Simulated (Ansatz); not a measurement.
```xyz
4
charge 0, multiplicity 2
F     1.2600    0.6159   -0.3947
Si   -0.2562   -0.4425   -0.3094
F    -1.4869    0.5516   -0.2382
H    -0.1530   -1.1699    0.9889
```

Geometry: relaxed with PBE0-D4/def2-TZVP with one coordinate held away from its value at the minimum.

What structure does this define?

Formula F₂HSi. As SMILES it reads `F[SiH]F`. Among its groups: Si–H bond. It is an open-shell species. Coordination: 1 Si trigonal pyramidal.

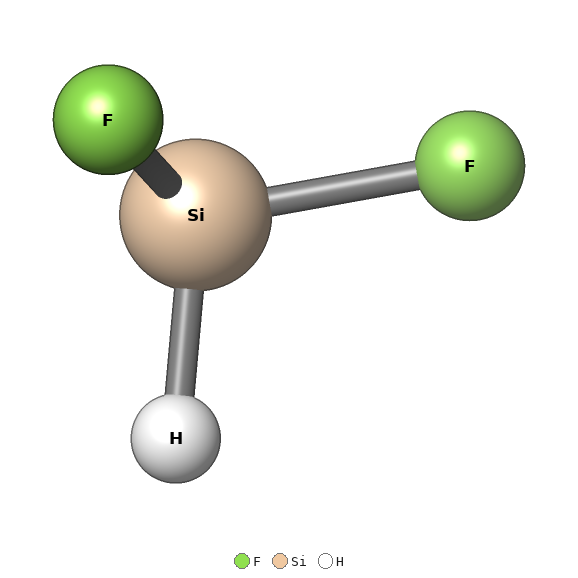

(Drawn from a calculation with Ansatz.)
